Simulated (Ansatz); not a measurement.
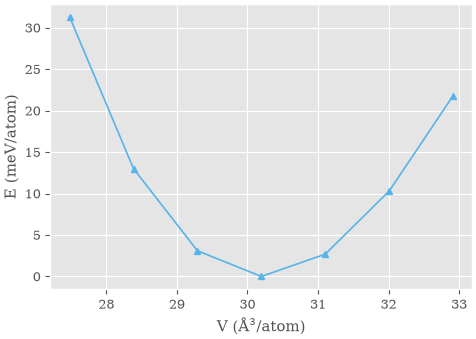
*CsHgCl3 (cubic perovskite, Pm-3m) under volume change, r²SCAN in the plane-wave PAW code Ansatz, scaled uniformly.*

Task: What does a third-order Birch–Murnaghan fit give for V₀, B₀ and B′?

Result: V₀ = 30.20 Å³/atom, B₀ = 33.9 GPa, B′ = 5.1.

The workflow started from an entry of the Crystallography Open Database (COD), which files this formula under 2 space groups. Its standing as an ambient phase is unchecked. The cell was relaxed with r²SCAN under the symmetry of its start; whether a distortion lowers the energy is not shown. Scalar-relativistic: spin–orbit coupling is off unless named, which matters more the heavier the elements.

Potentials: the later of the program's two PAW sets.
